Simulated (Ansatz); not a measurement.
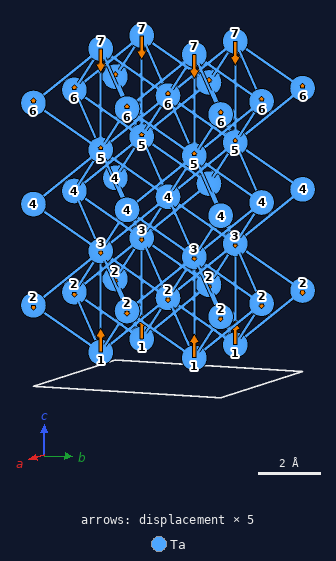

A relaxation of a slab of composition Ta (cut from the Im-3m phase). The starting structure is drawn; orange arrows show the displacements, 5 times their true length.

The picture is a ball-and-stick view of the 2 × 2 repeat of the cell, outlined in the plane, without the vacuum, seen slightly off an axis.

The slab is the (1 0 0) face of Ta.

Method: Ansatz 0.2.0, DFT PBE, scalar-relativistic, plane waves, PAW.

Input file:
```yaml
crystal:
  lattice:
    - [3.3190540256, 0.0, 0.0]
    - [0.0, 3.3190540256, 0.0]
    - [0.0, 0.0, 24.9571620767]
  atoms:
    - { symbol: Ta, position: [0.5, 0.5, 0.3005149374] }
    - { symbol: Ta, position: [0.0, 0.0, 0.3670099583] }
    - { symbol: Ta, position: [0.5, 0.5, 0.4335049791] }
    - { symbol: Ta, position: [0.0, 0.0, 0.5] }
    - { symbol: Ta, position: [0.5, 0.5, 0.5664950209] }
    - { symbol: Ta, position: [0.0, 0.0, 0.6329900417] }
    - { symbol: Ta, position: [0.5, 0.5, 0.6994850626] }
basis:
  ecutwfc: 420
kpoints:
  mp_grid: { grid: [10, 10, 1] }
hamiltonian:
  xc: pbe
scf:
  occupations: { method: gaussian, width: 0.1 }
output:
  forces: true
  eigenvalues: true
  write_density: true
  write_potential: true
  elf: true
  volumetric_format: npy
relax:
  adjacent_minimum: "off"
  f_tol: 0.02
  max_steps: 60
efield:
  axis: 3
  dipole_correction: true
  ramp_width: 0.04
```

Launched with:
```bash
ansatz run input.yaml --threads 2 --pin off --max-ram 5120MiB --backend cpu --events-out ev --progress --plain --runs-dir out
```

> Describe the change and its energy.

The energy falls by 0.267 eV per cell of the calculation in 4 geometry steps. The largest force component goes from 1.2 to 0.0068 eV/Å. The largest moves relative to the layer's centre, 0.16 Å, are those of Ta1 and Ta7. Ta7 goes along the normal (−c). The cell stays as it was. Some distances before and after: Ta1–Ta3 3.319 → 3.124 Å, Ta1–Ta2 2.874 → 2.764 Å, Ta3–Ta5 3.319 → 3.384 Å, Ta2–Ta4 3.319 → 3.356 Å. Among the angles between lasting bonds that change: Ta2–Ta1–Ta2 109.5° → 116.2°, Ta2–Ta1–Ta2 70.5° → 73.8°.
